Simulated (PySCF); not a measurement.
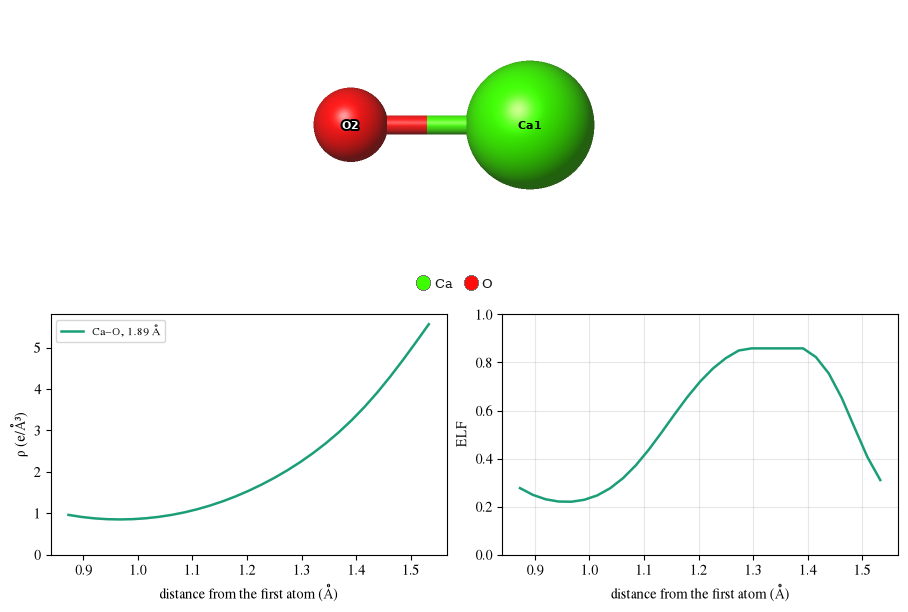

CaO (charge −1, doublet). Electron density and electron localisation function along straight lines between neighbouring atoms. The curves leave out the atomic cores. The structure is drawn too.

Theory: PBE0/def2-SVPD, non-relativistic Hamiltonian with scalar-relativistic core potentials where named, at a bond length of 1.887 Å (PySCF 2.14.0).

> What can be read from the curves?

Ca–O (1.89 Å): the density is about 0.86 e/Å³ at the midpoint; the ELF peaks at about 0.85 in the valence shell of O, 0.6 Å from its nucleus, and drops to about 0.20 between the two atoms (an ionic contact with no shared pair).
